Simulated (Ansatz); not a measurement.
CCuO (charge +1)

```csv
atom,x (Å),y (Å),z (Å)
Cu,0.0827,0.1191,-1.6283
C,-0.0131,-0.0189,0.2600
O,-0.0697,-0.1002,1.3681
```

Geometry: PBE0-D4/def2-TZVP.

Computed with RKS PBE0-D4/def2-TZVPPD in Ansatz.

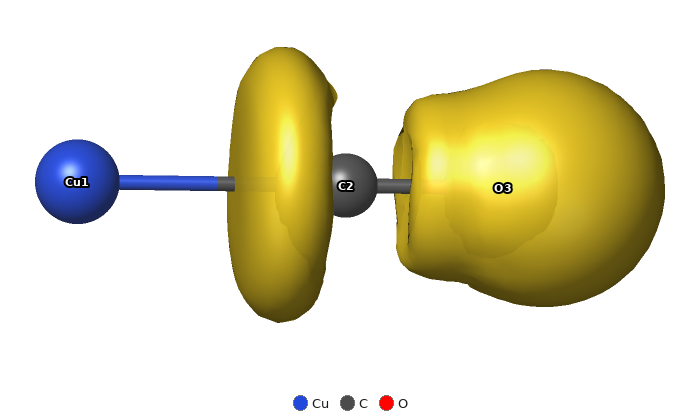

Figure 1. Isosurface of the electron localisation function at 0.75 (yellow), seen from one side. Only the valence region is drawn (cores and ρ < 0.01 e/Å³ removed).

Where are the electrons localised?

The ELF exceeds this value in one lobe of the valence shell of C pointing towards Cu (polar bonds) and one region on O in which the atom's valence shell and bonds are merged.


C–O (1.11 Å): the ELF peaks at about 0.85 between the atoms; a short, multiple covalent bond. C–Cu (1.90 Å): the ELF peaks at about 0.90 in the valence shell of C, 0.5 Å from its nucleus, and is about 0.25 at the midpoint.

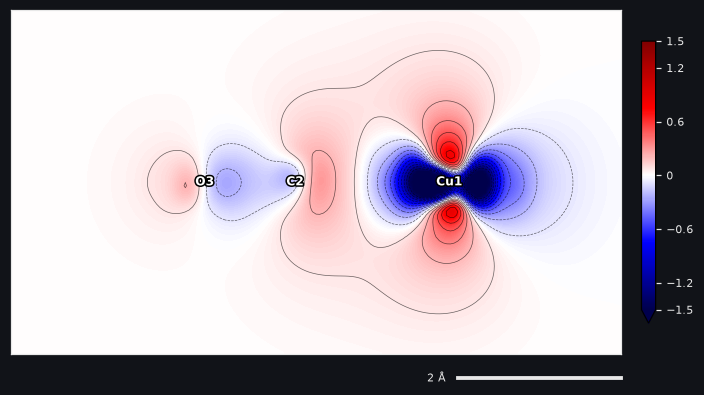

Figure 2. The HOMO on a plane that holds the molecular axis (values in Å⁻³ᐟ²; the overall sign is arbitrary).

Where does this orbital lie, and at what energy?

It lies mainly on Cu1 (about 90 %) and C2 (about 10 %); it is of σ type. Its energy is −15.16 eV.

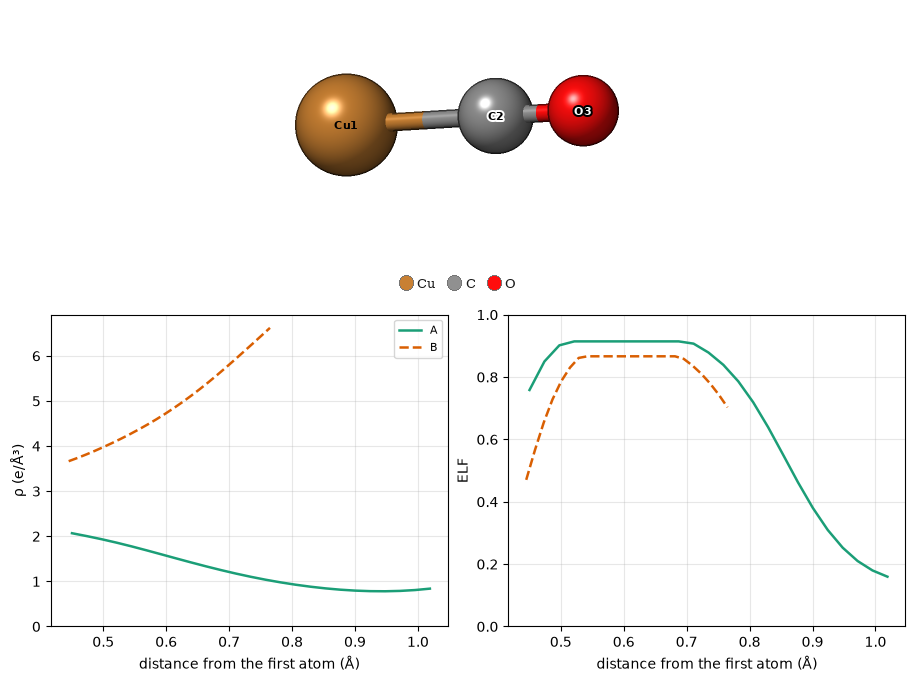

Figure 3. Total electron density and electron localisation function along straight lines between neighbouring atoms. The curves leave out the atomic cores. The structure is drawn too.

Which curve belongs to which contact (C–Cu and C–O)? The first atom named is at distance zero.

Curve A: C–Cu (1.90 Å): the density is about 0.78 e/Å³ at the midpoint; the ELF peaks at about 0.90 in the valence shell of C, 0.5 Å from its nucleus, and is about 0.25 at the midpoint. Curve B: C–O (1.11 Å): the density is about 4.4 e/Å³ at the midpoint; the ELF peaks at about 0.85 between the atoms; a short, multiple covalent bond.
